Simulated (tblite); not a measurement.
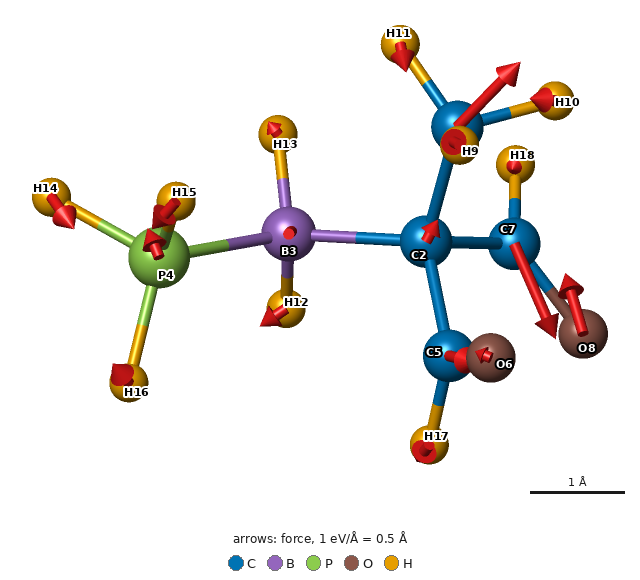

Starting geometry of C4H10BO2P with the computed forces as red arrows. Style: ball-and-stick. Shown at a tilt.

Computed with GFN2-xTB geometry optimisation, gas phase in tblite 0.8.0. 

Question: Is this structure relaxed? If not, where do the atoms go?

Answer: It isn't relaxed: the largest force vector, on a C atom, is 2.24 eV/Å. The final displacements have little in common with the starting forces (cosine between the two patterns 0.18). After 125 geometry steps the energy has fallen by 31.5 kcal/mol. An O atom moves most after the best rigid fit: 1.50 Å. Largest moves by element: O 1.50 Å, H 0.89 Å, P 0.34 Å, C 0.21 Å, B 0.13 Å. Among the contacts that change: O–P 3.955 → 2.277 Å, C–P 3.293 → 2.826 Å, B–C 1.603 → 1.704 Å, B–P 1.850 → 1.939 Å. Among the angles between lasting bonds that change: B–C–C 113.9° → 101.0°, B–P–H 111.3° → 123.2°, B–P–H 115.1° → 126.1°. Groups turn about C–C by about 65°, C–C by about 40°, C–C by about 25°.
